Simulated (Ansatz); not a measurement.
# Pressure series in La2O3

The reference is La2O3 (space group P-3m1, No. 164; a = 3.9062 Å, c = 6.0399 Å).

Cell and atoms are relaxed at each pressure.

Method: PBEsol in Ansatz (plane waves to 420 eV, PAW, scalar-relativistic without spin-orbit coupling).

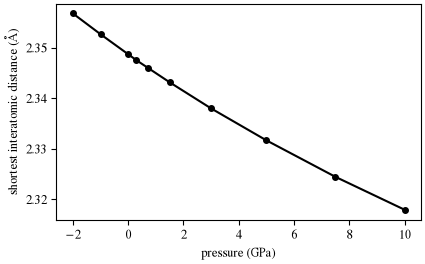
*Shortest interatomic distance against pressure*

| pressure (GPa) | shortest interatomic distance |
|---|---|
| -2 | 2.357 Å |
| -1 | 2.353 Å |
| 0.3 | 2.348 Å |
| 0.7 | 2.346 Å |
| 1.5 | 2.343 Å |
| 3 | 2.338 Å |
| 5 | 2.332 Å |
| 7.5 | 2.324 Å |
| 10 | 2.318 Å |

Load acts through the strain it causes; cell and atoms are relaxed under it. Whether these cells are dynamically stable was not tested. Competing high-pressure phases were not computed. The base started in C2/m and relaxed to P-3m1 at this level.

Ansatz is a program for electronic structure.
